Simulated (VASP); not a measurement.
Band structure of Nb$_{3}$ZrC$_{4}$ (ordered alloy cell). All values below come from PBEsol GGA, VASP's PBE PAW potentials (set 64) (plane waves; VASP).

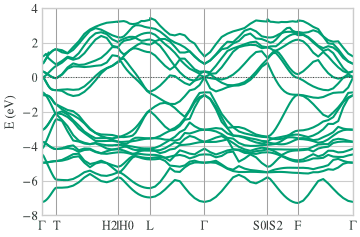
Figure: Bands along high-symmetry lines, zero at the valence-band maximum or, without a gap, the Fermi level

Task: Read the plot: is there a gap, and where are the band edges?

Result: It has no gap at this level: it comes out as a metal or semimetal. (Edges off the drawn lines would not show.)

The structure was generated: Nb3ZrC4 was put into an ordered model structure (R-3m), which need not be its known phase. It was relaxed first. The electron count is odd and the run is not spin-polarised, which forces a metal.
